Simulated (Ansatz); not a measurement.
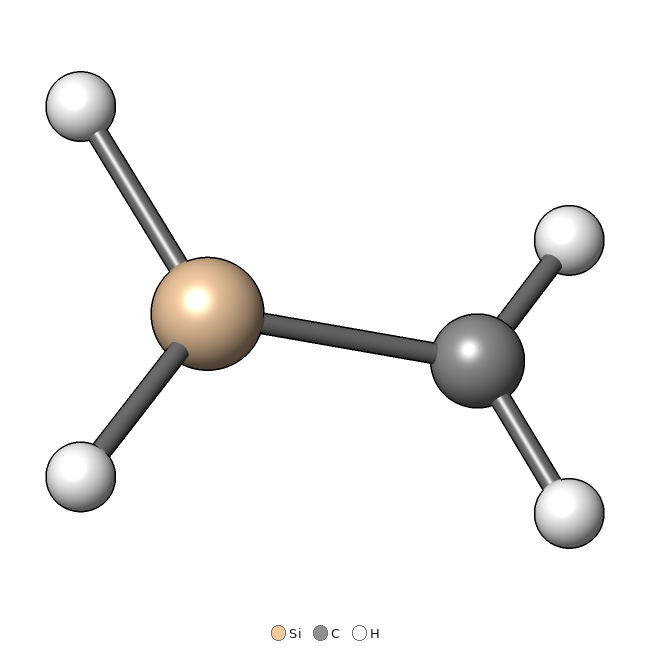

Ball-and-stick drawing of a structure. Every bond is drawn as one stick, whatever its order.

The geometry was computed by an optimisation with PBE0-D4/def2-TZVP.

> Count the atoms of each element.

CH₄Si, 6 atoms: 1 carbon, 4 hydrogen and 1 silicon.

> Give the symmetry (Schoenflies symbol).

C2v.

> How many bonds of each kind are drawn?

2 C–H, 2 Si–H, 1 C–Si. Sticks follow a distance rule.

> How many sets of symmetry-equivalent atoms are there?

4: 1 Si, 1 C, 2 H, 2 H.

More results for the same structure follow; atom numbers are the same in all pictures, views and colours differ.

## Shape

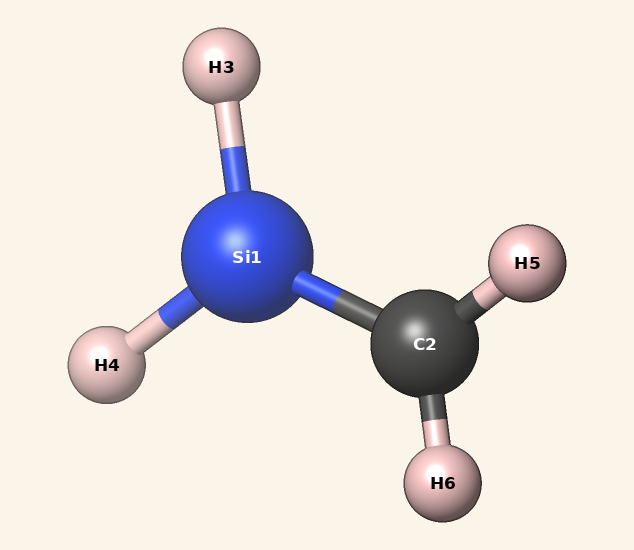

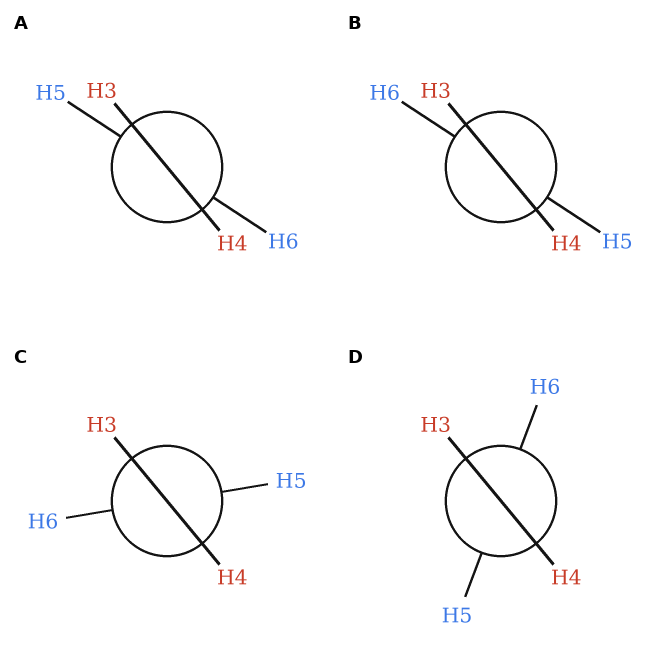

Atoms fade into the background with distance from the viewer. Bonds that would overlap in a projection are set slightly apart.

> Which Newman projection shows the view along Si1–C2, with Si1 in front?

A. The torsion angle H3–Si1–C2–H5 is 0°, synperiplanar (eclipsed).

## Electronic properties

Level of theory: RKS PBE0-D4/def2-TZVPP (Ansatz 0.2.0).

Predict the main results.

- HOMO energy (Kohn–Sham orbital): −6.62 eV
- LUMO energy (Kohn–Sham orbital): −1.24 eV
- HOMO–LUMO gap: 5.39 eV

## Dipole moment

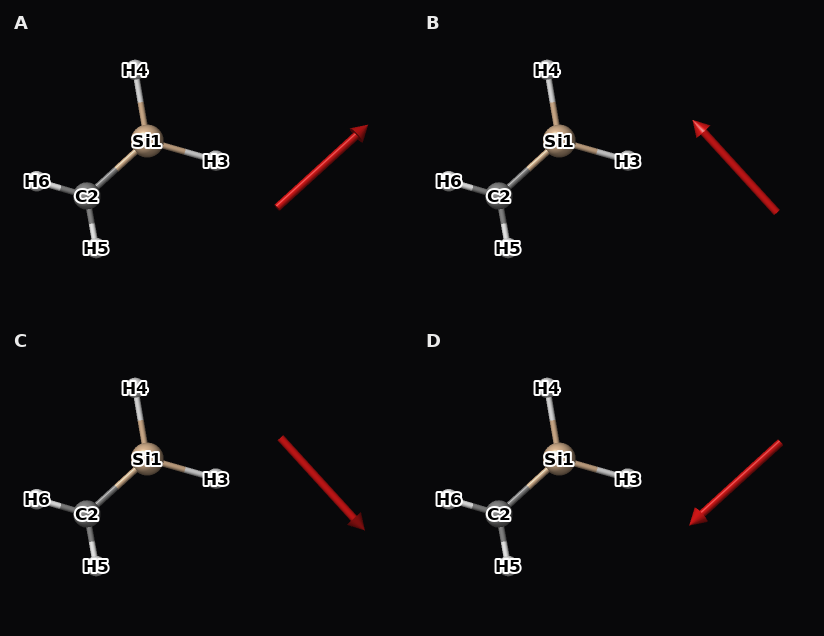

The same molecule four times, each with an arrow. Level of theory: RKS PBE0-D4/def2-TZVP (Ansatz 0.2.0).

> Which arrow points along the dipole moment, from the negative to the positive end?

A. The dipole moment is 0.75 D; it points from the side of H5, H6 to the side of H3, H4 (the outermost atoms at the two ends).

## Vibrations

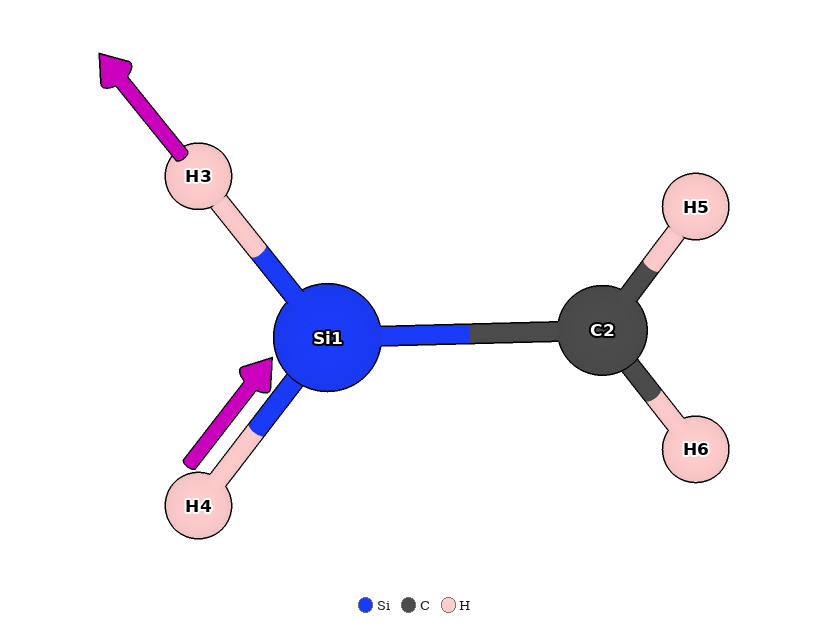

The arrows show one normal mode. Harmonic vibrations computed with RKS PBE0-D4/def2-TZVP (Ansatz 0.2.0) at a stationary point of the same level.

> What kind of motion is it?

Mostly out-of-phase stretching of 2 Si–H bonds.

> At what wavenumber does it lie?

2286 cm⁻¹; it is mode 10 of 12 counted from the lowest.
